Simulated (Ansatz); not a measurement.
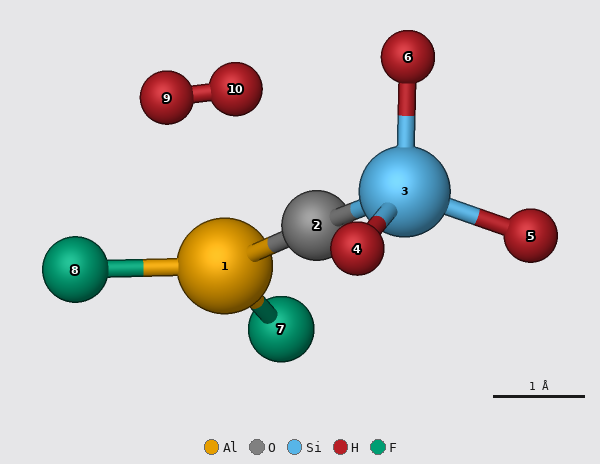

The starting structure (ball-and-stick view, seen at a tilt; atoms are numbered from 1 in the order of the input). Sticks mark near contacts. Bond lengths as drawn: Al–F 1.65 to 1.66 Å, Al–O 1.68 Å, H–H 0.77 Å, H–Si 1.49 Å and O–Si 1.65 Å.

**Run report: AlSiH₅OF₂, nudged elastic band**

- system: AlSiH₅OF₂
- method: RKS r2SCAN-D4/def2-SVP (Ansatz 0.2.0)

It belongs to a series of runs on one base structure; here: band between the two ends. Figures and captions count atoms from 1; the log counts them from 0 in places.

**The input**
```yaml
crystal:
  periodic: [false, false, false]
  atoms:
    - { symbol: Al, position_ang: [-0.040827, 0.056256, 0.226877] }
    - { symbol: O, position_ang: [-0.722663, -0.276227, 1.723118] }
    - { symbol: Si, position_ang: [-1.430008, -0.667719, 3.160112] }
    - { symbol: H, position_ang: [-2.624205, -1.533837, 2.932258] }
    - { symbol: H, position_ang: [-0.463248, -1.397241, 4.032679] }
    - { symbol: H, position_ang: [-1.863399, 0.578305, 3.861226] }
    - { symbol: F, position_ang: [1.562649, -0.247717, -0.041199] }
    - { symbol: F, position_ang: [-0.993533, 0.399649, -1.087069] }
    - { symbol: H, position_ang: [-0.045635, 2.166247, 0.162218] }
    - { symbol: H, position_ang: [0.36587, 2.070285, 0.80158] }
basis:
  gaussian: { orbitals: def2-SVP }
hamiltonian:
  xc: r2scan
  dispersion: d4
neb:
  order_check: false
  images: 5
  f_tol: 0.05
  max_iterations: 60
  final_atoms:
    - { symbol: Al, position_ang: [-0.18425601, 0.66589068, 0.06164927] }
    - { symbol: O, position_ang: [0.03472302, 0.36860554, 1.95273866] }
    - { symbol: Si, position_ang: [-1.30856943, -0.40895217, 2.76977885] }
    - { symbol: H, position_ang: [-1.55692895, -1.75302622, 2.20968201] }
    - { symbol: H, position_ang: [-0.7413162, -0.53856354, 4.14516239] }
    - { symbol: H, position_ang: [-2.47053094, 0.50223765, 2.79435091] }
    - { symbol: F, position_ang: [0.89862686, -0.39753663, -0.63978549] }
    - { symbol: F, position_ang: [-1.75143182, 0.02856306, 0.27851672] }
    - { symbol: H, position_ang: [-0.02747822, 2.19998786, -0.25829975] }
    - { symbol: H, position_ang: [0.8521627, 0.48079478, 2.45800643] }
  initial_path:
    images:
      - { positions_ang: [[-0.040827, 0.056256, 0.226877], [-0.722663, -0.276227, 1.723118], [-1.430008, -0.667719, 3.160112], [-2.624205, -1.533837, 2.932258], [-0.463248, -1.397241, 4.032679], [-1.863399, 0.578305, 3.861226], [1.562649, -0.247717, -0.041199], [-0.993533, 0.399649, -1.087069], [-0.045635, 2.166247, 0.162218], [0.36587, 2.070285, 0.80158]] }
      - { positions_ang: [[-0.02237711, 0.0489003, 0.15248894], [-0.48275445, -0.18404455, 1.85986932], [-1.39313564, -0.59204603, 3.13318119], [-2.49116625, -1.44768952, 2.71993789], [-0.59355581, -1.32780288, 4.10296], [-1.91714578, 0.63835396, 3.74827626], [1.53668033, -0.14218507, -0.30373838], [-1.14297012, 0.27522308, -1.00920826], [-0.00800122, 2.04041982, 0.31435954], [0.25942705, 1.8388719, 1.0536735]] }
      - { positions_ang: [[-0.00392721, 0.0415446, 0.07810088], [-0.2428459, -0.0918621, 1.99662064], [-1.35626329, -0.51637307, 3.10625037], [-2.35812749, -1.36154204, 2.50761778], [-0.72386363, -1.25836476, 4.17324101], [-1.97089256, 0.69840293, 3.63532653], [1.51071166, -0.03665314, -0.56627775], [-1.29240724, 0.15079716, -0.93134753], [0.02963256, 1.91459263, 0.46650108], [0.1529841, 1.60745879, 1.30576699]] }
      - { positions_ang: [[0.01452268, 0.0341889, 0.00371282], [-0.00293735, 0.00032034, 2.13337196], [-1.31939093, -0.4407001, 3.07931956], [-2.22508874, -1.27539456, 2.29529766], [-0.85417144, -1.18892663, 4.24352201], [-2.02463935, 0.75845189, 3.52237679], [1.48474299, 0.06887879, -0.82881713], [-1.44184436, 0.02637124, -0.85348679], [0.06726635, 1.78876545, 0.61864262], [0.04654115, 1.37604569, 1.55786049]] }
      - { positions_ang: [[-0.05173688, 0.24475616, 0.02302497], [0.00961611, 0.12308208, 2.07316086], [-1.31578377, -0.43011746, 2.97613933], [-2.00236881, -1.43460512, 2.26675911], [-0.81655303, -0.97213894, 4.21073547], [-2.17326988, 0.67304714, 3.2797015], [1.28937094, -0.08659302, -0.76580658], [-1.54504018, 0.02710185, -0.47615229], [0.03568482, 1.92583958, 0.3263285], [0.31508167, 1.07762872, 1.85790913]] }
      - { positions_ang: [[-0.11799645, 0.45532342, 0.04233712], [0.02216956, 0.24584381, 2.01294976], [-1.3121766, -0.41953481, 2.87295909], [-1.77964888, -1.59381567, 2.23822056], [-0.77893462, -0.75535124, 4.17794893], [-2.32190041, 0.5876424, 3.03702621], [1.0939989, -0.24206482, -0.70279604], [-1.648236, 0.02783245, -0.09881779], [0.0041033, 2.06291372, 0.03401437], [0.58362219, 0.77921175, 2.15795778]] }
      - { positions_ang: [[-0.18425601, 0.66589068, 0.06164927], [0.03472302, 0.36860554, 1.95273866], [-1.30856943, -0.40895217, 2.76977885], [-1.55692895, -1.75302622, 2.20968201], [-0.7413162, -0.53856354, 4.14516239], [-2.47053094, 0.50223765, 2.79435091], [0.89862686, -0.39753663, -0.63978549], [-1.75143182, 0.02856306, 0.27851672], [-0.02747822, 2.19998786, -0.25829975], [0.8521627, 0.48079478, 2.45800643]] }
```

Machine: 4 threads of Arm Neoverse V2, 24 GiB of memory available, shared host.

Launched with:
```bash
ansatz run input.yaml --threads 4 --pin off --max-ram 5120MiB --backend cpu --events-out ev --progress --plain --runs-dir out
```

**What the program printed**
```
Engine: ansatz 0.2.0, aarch64-unknown-linux-gnu
Functional definition: r2SCAN
  parameter k0 = 0.174
  parameter k1 = 0.065
  parameter a1 = 4.9479
  exchange = r2scan_x(k0 = k0, k1 = k1, a1 = a1)
  correlation = r2scan_c
1118 factors; their error is unknown
mean field evaluation 1: about -22019.0313 eV, gradient 7.2e1 eV
mean field evaluation 2: about -21993.3880 eV, gradient 1.4e2 eV
mean field evaluation 4: about -22027.3009 eV, gradient 9.9e0 eV
mean field evaluation 8: about -22027.4667 eV, gradient 1.0e-1 eV
mean field evaluation 16: about -22027.3942 eV, gradient 3.4e-5 eV
mean field -22027.39422493 eV, -809.4918070620 hartree, gradient 3.4e-5 eV, S^2 0.000000; 0 other end points of the search recorded, 0 dependent functions left out
the calculation of the forces begins
reference -22027.39423878 eV, -809.4918075709 hartree; 29, 29 occupied and 74, 74 virtual orbitals, 1118 factors
1118 factors; their error is unknown
mean field evaluation 32: about -22027.2224 eV, gradient 1.8e-5 eV
mean field -22027.22241719 eV, -809.4854932440 hartree, gradient 1.8e-5 eV, S^2 0.000000; 0 other end points of the search recorded, 0 dependent functions left out
[... from here on the field's lines of each further geometry are left out, up to the last ...]
NEB iter   1: max|band force component| = 1.272e1 eV/Å  barrier→ = 2.2282 eV  barrier← = 2.0588 eV  Δτ_max = 0.2000 Å  (183 SCF iters)
NEB iter   2: max|band force component| = 2.372e0 eV/Å  barrier→ = 1.0990 eV  barrier← = 0.9296 eV  Δτ_max = 0.2000 Å  (164 SCF iters)
NEB iter   3: max|band force component| = 1.311e0 eV/Å  barrier→ = 0.8794 eV  barrier← = 0.7100 eV  Δτ_max = 0.2000 Å  (154 SCF iters)
NEB iter   4: max|band force component| = 8.111e-1 eV/Å  barrier→ = 0.8369 eV  barrier← = 0.6675 eV  Δτ_max = 0.1645 Å  (143 SCF iters)
NEB iter   5: max|band force component| = 7.813e-1 eV/Å  barrier→ = 0.7054 eV  barrier← = 0.5360 eV  Δτ_max = 0.1807 Å  (144 SCF iters)
NEB iter   6: max|band force component| = 6.393e-1 eV/Å  barrier→ = 0.5551 eV  barrier← = 0.3857 eV  Δτ_max = 0.1058 Å  (144 SCF iters)
NEB iter   7: max|band force component| = 4.057e-1 eV/Å  barrier→ = 0.5428 eV  barrier← = 0.3734 eV  CI = image 4  Δτ_max = 0.2000 Å  (145 SCF iters)
NEB iter   8: max|band force component| = 1.297e0 eV/Å  barrier→ = 0.7665 eV  barrier← = 0.5971 eV  CI = image 4  Δτ_max = 0.1018 Å  (143 SCF iters)
NEB iter   9: max|band force component| = 7.017e-1 eV/Å  barrier→ = 0.8347 eV  barrier← = 0.6653 eV  CI = image 4  Δτ_max = 0.1987 Å  (141 SCF iters)
NEB iter  10: max|band force component| = 8.733e-1 eV/Å  barrier→ = 0.9899 eV  barrier← = 0.8205 eV  CI = image 4  Δτ_max = 0.1011 Å  (141 SCF iters)
NEB iter  11: max|band force component| = 7.652e-1 eV/Å  barrier→ = 0.9919 eV  barrier← = 0.8225 eV  CI = image 4  Δτ_max = 0.2000 Å  (142 SCF iters)
NEB iter  12: max|band force component| = 6.584e-1 eV/Å  barrier→ = 0.9781 eV  barrier← = 0.8087 eV  CI = image 4  Δτ_max = 0.2000 Å  (155 SCF iters)
NEB iter  13: max|band force component| = 7.043e-1 eV/Å  barrier→ = 0.9500 eV  barrier← = 0.7806 eV  CI = image 4  Δτ_max = 0.1006 Å  (155 SCF iters)
NEB iter  14: max|band force component| = 4.003e-1 eV/Å  barrier→ = 0.9381 eV  barrier← = 0.7687 eV  CI = image 4  Δτ_max = 0.1004 Å  (141 SCF iters)
NEB iter  15: max|band force component| = 2.020e-1 eV/Å  barrier→ = 0.9330 eV  barrier← = 0.7636 eV  CI = image 4  Δτ_max = 0.0395 Å  (142 SCF iters)
NEB iter  16: max|band force component| = 1.438e-1 eV/Å  barrier→ = 0.9317 eV  barrier← = 0.7623 eV  CI = image 4  Δτ_max = 0.0822 Å  (147 SCF iters)
NEB iter  17: max|band force component| = 1.146e-1 eV/Å  barrier→ = 0.9305 eV  barrier← = 0.7611 eV  CI = image 4  Δτ_max = 0.0462 Å  (149 SCF iters)
NEB iter  18: max|band force component| = 1.042e-1 eV/Å  barrier→ = 0.9288 eV  barrier← = 0.7594 eV  CI = image 4  Δτ_max = 0.1019 Å  (146 SCF iters)
NEB iter  19: max|band force component| = 2.788e-1 eV/Å  barrier→ = 0.9277 eV  barrier← = 0.7583 eV  CI = image 4  Δτ_max = 0.0493 Å  (144 SCF iters)
NEB iter  20: max|band force component| = 2.447e-1 eV/Å  barrier→ = 0.9270 eV  barrier← = 0.7576 eV  CI = image 4  Δτ_max = 0.0501 Å  (143 SCF iters)
NEB iter  21: max|band force component| = 2.810e-1 eV/Å  barrier→ = 0.9265 eV  barrier← = 0.7571 eV  CI = image 4  Δτ_max = 0.0251 Å  (145 SCF iters)
NEB iter  22: max|band force component| = 1.589e-1 eV/Å  barrier→ = 0.9261 eV  barrier← = 0.7567 eV  CI = image 4  Δτ_max = 0.0251 Å  (140 SCF iters)
NEB iter  23: max|band force component| = 1.717e-1 eV/Å  barrier→ = 0.9260 eV  barrier← = 0.7566 eV  CI = image 4  Δτ_max = 0.0125 Å  (142 SCF iters)
NEB iter  24: max|band force component| = 1.442e-1 eV/Å  barrier→ = 0.9258 eV  barrier← = 0.7564 eV  CI = image 4  Δτ_max = 0.0125 Å  (135 SCF iters)
NEB iter  25: max|band force component| = 8.824e-2 eV/Å  barrier→ = 0.9257 eV  barrier← = 0.7563 eV  CI = image 4  Δτ_max = 0.0125 Å  (142 SCF iters)
NEB iter  26: max|band force component| = 3.130e-2 eV/Å  barrier→ = 0.9255 eV  barrier← = 0.7561 eV  CI = image 4  Δτ_max = 0.0156 Å  (144 SCF iters)
the calculation of the forces begins
reference -22027.06892312 eV, -809.4798524410 hartree; 29, 29 occupied and 74, 74 virtual orbitals, 1118 factors
1118 factors; their error is unknown
mean field -22026.46836256 eV, -809.4577822477 hartree, gradient 6.9e-6 eV, S^2 0.000000; 1 other end points of the search recorded, 0 dependent functions left out
the calculation of the forces begins
reference -22026.46837634 eV, -809.4577827539 hartree; 29, 29 occupied and 74, 74 virtual orbitals, 1118 factors
NEB iter  27: max|band force component| = 3.130e-2 eV/Å  barrier→ = 0.9253 eV  barrier← = 0.7559 eV  CI = image 4  Δτ_max = 0.0000 Å  (166 SCF iters)
```

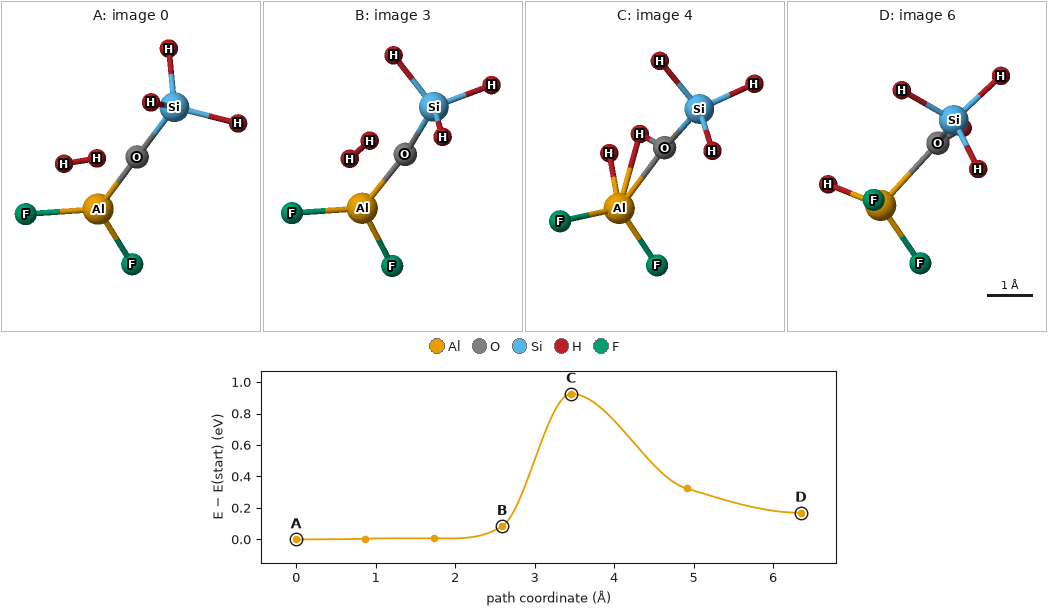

Images of the last band (counted from 0; ball-and-stick, seen at an oblique angle) above the energy along the path; the line is a cubic interpolation that uses the forces. The highest image is number 4, 0.925 eV above the start and 0.756 eV above the end (the climbing image); the end lies 0.169 eV above the start. The path is 6.35 Å long. The band converged in 27 iterations.

```
Total energy: -22026.51418068 eV, -809.4594660324 hartree
Atom 0 at    -0.064759     0.395190    -0.012715 Å, force     0.005365     0.002167    -0.005633 eV/Å
Atom 1 at    -0.453801     0.174046     1.760580 Å, force    -0.012683     0.003244    -0.001000 eV/Å
Atom 2 at    -1.321067    -0.499368     3.052794 Å, force     0.005404     0.000140     0.002656 eV/Å
Atom 3 at    -1.837726    -1.815571     2.594816 Å, force     0.000155    -0.000850     0.000166 eV/Å
Atom 4 at    -0.399198    -0.661413     4.208259 Å, force     0.001081     0.000207     0.000089 eV/Å
Atom 5 at    -2.439652     0.413403     3.413021 Å, force    -0.000546    -0.000172     0.000448 eV/Å
Atom 6 at     1.187996    -0.541054    -0.564900 Å, force     0.000906    -0.001508     0.001132 eV/Å
Atom 7 at    -1.410907     0.568701    -0.967442 Å, force     0.000389     0.001403     0.000686 eV/Å
Atom 8 at     0.448687     1.861232     0.724294 Å, force     0.000288    -0.000867    -0.000872 eV/Å
Atom 9 at     0.035427     1.252836     1.563093 Å, force    -0.000359    -0.003765     0.002330 eV/Å
Dipole moment:    -0.159236     0.075836     0.751207 e Å
this run last wrote the band of iteration 27 to [file]; this run last wrote the band within `neb.f_tol` of iteration 26 to [file]
```

**The last band as extended XYZ (Å, eV, eV/Å)**
```
10
Properties=species:S:1:pos:R:3:forces:R:3 image=0 energy=-22027.43945
Al   -0.0408    0.0563    0.2269   -0.0107   0.0124  -0.0126
O    -0.7227   -0.2762    1.7231   -0.0081  -0.0042   0.0168
Si   -1.4300   -0.6677    3.1601    0.0049   0.0035  -0.0092
H    -2.6242   -1.5338    2.9323   -0.0010  -0.0002   0.0002
H    -0.4632   -1.3972    4.0327    0.0001  -0.0005  -0.0007
H    -1.8634    0.5783    3.8612   -0.0005  -0.0020   0.0028
F     1.5626   -0.2477   -0.0412    0.0086  -0.0023   0.0000
F    -0.9935    0.3996   -1.0871    0.0065  -0.0033   0.0067
H    -0.0456    2.1662    0.1622   -0.0015   0.0003  -0.0015
H     0.3659    2.0703    0.8016    0.0017  -0.0037  -0.0025
10
Properties=species:S:1:pos:R:3:forces:R:3 image=1 energy=-22027.43479
Al   -0.1006    0.0838    0.2049   -0.0237  -0.0129   0.0115
O    -0.6396   -0.2689    1.7563   -0.0043  -0.0001  -0.0015
Si   -1.4360   -0.6707    3.1441    0.0064   0.0062  -0.0065
H    -2.3703   -1.8089    2.8962    0.0000   0.0028   0.0042
H    -0.4572   -1.0668    4.1979    0.0066  -0.0046   0.0026
H    -2.2210    0.5008    3.6379   -0.0020  -0.0033   0.0013
F     1.4161   -0.3728   -0.2700    0.0086  -0.0053   0.0029
F    -1.1532    0.5975   -0.9689    0.0158   0.0115  -0.0136
H     0.1944    2.1711    0.2512   -0.0181   0.0077  -0.0045
H     0.5123    1.9826    0.9223    0.0107  -0.0020   0.0035
10
Properties=species:S:1:pos:R:3:forces:R:3 image=2 energy=-22027.43297
Al   -0.1603    0.1511    0.1994   -0.0132  -0.0056   0.0280
O    -0.6104   -0.2633    1.7653   -0.0318   0.0016  -0.0130
Si   -1.4427   -0.7196    3.1161    0.0180  -0.0024  -0.0078
H    -2.2272   -1.9622    2.8506    0.0014  -0.0008   0.0023
H    -0.4884   -0.9781    4.2334    0.0020  -0.0008  -0.0001
H    -2.3842    0.3637    3.5308    0.0005   0.0032   0.0023
F     1.3698   -0.1639   -0.3541    0.0098   0.0013  -0.0077
F    -1.3068    0.5893   -0.9107    0.0101  -0.0008  -0.0021
H     0.8126    2.0018    0.4617    0.0052  -0.0027   0.0054
H     0.1826    2.1292    0.8793   -0.0019   0.0070  -0.0073
10
Properties=species:S:1:pos:R:3:forces:R:3 image=3 energy=-22027.35474
Al   -0.1412    0.1867    0.1218   -0.0576  -0.0985   0.0421
O    -0.5564   -0.1388    1.7277   -0.0559  -0.1421  -0.0257
Si   -1.4174   -0.6401    3.0427   -0.0183  -0.0462   0.0169
H    -2.0385   -1.9586    2.7337   -0.0696  -0.0604   0.0950
H    -0.5064   -0.7671    4.2171   -0.0112  -0.0244   0.0055
H    -2.4847    0.3526    3.3719   -0.0061  -0.0212   0.0011
F     1.2832   -0.3741   -0.5042    0.0220   0.0552   0.0185
F    -1.2812    0.7303   -0.9480    0.0330   0.0512   0.0132
H     0.5783    2.0535    0.6863    0.0433   0.0783  -0.0411
H     0.3094    1.7036    1.3227    0.1204   0.2080  -0.1255
10
Properties=species:S:1:pos:R:3:forces:R:3 image=4 energy=-22026.51417
Al   -0.0648    0.3952   -0.0127    0.0054   0.0022  -0.0056
O    -0.4538    0.1740    1.7606   -0.0127   0.0032  -0.0010
Si   -1.3211   -0.4994    3.0528    0.0054   0.0001   0.0027
H    -1.8377   -1.8156    2.5948    0.0002  -0.0008   0.0002
H    -0.3992   -0.6614    4.2083    0.0011   0.0002   0.0001
H    -2.4397    0.4134    3.4130   -0.0005  -0.0002   0.0004
F     1.1880   -0.5411   -0.5649    0.0009  -0.0015   0.0011
F    -1.4109    0.5687   -0.9674    0.0004   0.0014   0.0007
H     0.4487    1.8612    0.7243    0.0003  -0.0009  -0.0009
H     0.0354    1.2528    1.5631   -0.0004  -0.0038   0.0023
10
Properties=species:S:1:pos:R:3:forces:R:3 image=5 energy=-22027.11563
Al   -0.1068    0.5676   -0.0406   -0.0007   0.0286   0.0045
O    -0.1823    0.3540    1.8959    0.0290   0.0243   0.0208
Si   -1.2753   -0.4948    2.9378    0.0018   0.0027  -0.0201
H    -1.6467   -1.7286    2.2160    0.0217   0.0129  -0.0548
H    -0.5035   -0.7703    4.1784   -0.0266  -0.0106  -0.0020
H    -2.4341    0.3849    3.2313   -0.0105  -0.0020  -0.0330
F     0.9354   -0.6341   -0.5554   -0.0204  -0.0242   0.0103
F    -1.7298    0.2733   -0.3541   -0.0293  -0.0428   0.0758
H     0.4351    2.0560   -0.0013    0.0045   0.0246  -0.0950
H     0.2530    1.1400    2.2637    0.0304  -0.0134   0.0934
10
Properties=species:S:1:pos:R:3:forces:R:3 image=6 energy=-22027.27006
Al   -0.1843    0.6659    0.0616   -0.0175   0.0089  -0.0186
O     0.0347    0.3686    1.9527   -0.0028  -0.0073   0.0134
Si   -1.3086   -0.4090    2.7698    0.0022  -0.0074  -0.0035
H    -1.5569   -1.7530    2.2097    0.0024  -0.0004   0.0023
H    -0.7413   -0.5386    4.1452   -0.0003   0.0059   0.0019
H    -2.4705    0.5022    2.7944   -0.0048  -0.0003  -0.0020
F     0.8986   -0.3975   -0.6398    0.0203  -0.0087   0.0074
F    -1.7514    0.0286    0.2785   -0.0175   0.0112  -0.0046
H    -0.0275    2.2000   -0.2583    0.0005  -0.0058   0.0126
H     0.8522    0.4808    2.4580    0.0175   0.0040  -0.0089
```

**Results in brief**

- outcome: converged
- barrier, forward: 0.925 eV
- barrier, backward: 0.756 eV
- wall time: 4 min (CPU time 15 min)
- peak memory: 0.17 GiB

The order of the saddle point was not checked.
